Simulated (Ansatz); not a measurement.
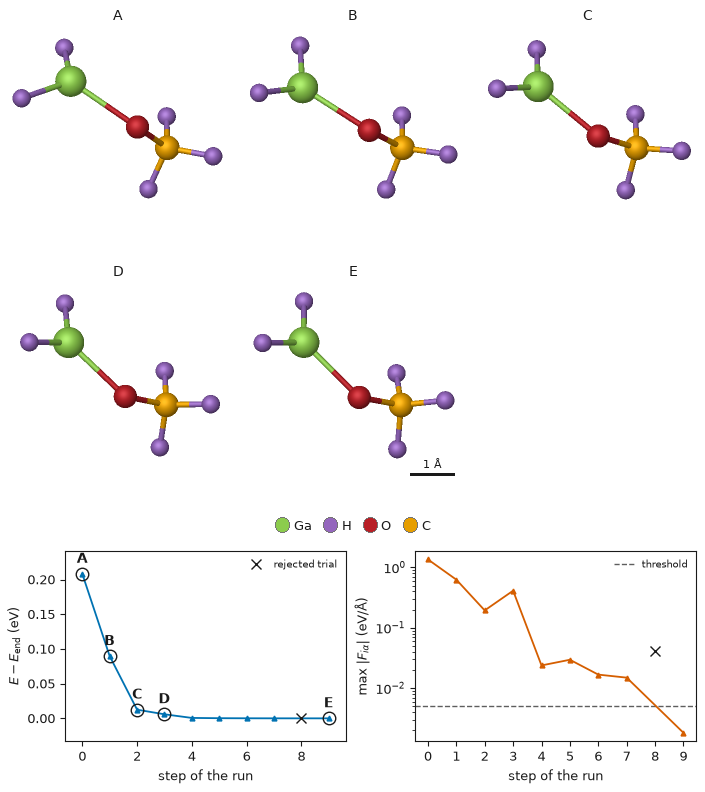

Frames of a relaxation of CH$_{5}$GaO, marked on the history of the run. Style: ball-and-stick. Shown from a free direction.

It is one of the separated products of a reaction.

Level of theory: Ansatz 0.2.0, RKS PBE0-D4/def2-TZVP. Settings: force threshold 0.005 eV/Å; at most 200 steps.

### Describe the path.

The largest move after the best rigid fit is that of the O atom, 0.47 Å. Largest moves by element: O 0.47 Å, H 0.34 Å, Ga 0.14 Å, C 0.05 Å. Some distances before and after: Ga–O 1.848 → 1.782 Å, Ga–H 1.566 → 1.555 Å. Groups turn about C–O by about 35°, Ga–O by about 30°. After 8 accepted moves (9 points after the start) the energy has fallen by 0.208 eV. Largest force component: 1.4 eV/Å at the start, 0.0018 eV/Å at the end. The line search rejected the trial step at point 8 of the run. Cost: 10 s on 8 threads of Intel Xeon Platinum 8488C, with other jobs on the host. From step 0 to 1: the Ga atom moves most (0.19 Å), energy −0.119 eV. From step 1 to 2: the O atom moves most (0.20 Å), energy −0.077 eV. From step 2 to 3: the O atom moves most (0.13 Å), energy −0.007 eV. From step 3 to 9: an H atom moves most (0.11 Å), energy −0.006 eV.

```json
{"step": "0", "E − E(0), eV": "0.0000", "largest force component, eV/Å": "1.3574", "note": ""}
{"step": "1", "E − E(0), eV": "-0.1185", "largest force component, eV/Å": "0.6273", "note": ""}
{"step": "2", "E − E(0), eV": "-0.1956", "largest force component, eV/Å": "0.1941", "note": ""}
{"step": "3", "E − E(0), eV": "-0.2023", "largest force component, eV/Å": "0.4117", "note": ""}
{"step": "4", "E − E(0), eV": "-0.2075", "largest force component, eV/Å": "0.0238", "note": ""}
{"step": "5", "E − E(0), eV": "-0.2079", "largest force component, eV/Å": "0.0296", "note": ""}
{"step": "6", "E − E(0), eV": "-0.2080", "largest force component, eV/Å": "0.0168", "note": ""}
{"step": "7", "E − E(0), eV": "-0.2081", "largest force component, eV/Å": "0.0149", "note": ""}
{"step": "8", "E − E(0), eV": "-0.2077", "largest force component, eV/Å": "0.0409", "note": "rejected"}
{"step": "9", "E − E(0), eV": "-0.2081", "largest force component, eV/Å": "0.0018", "note": ""}
```
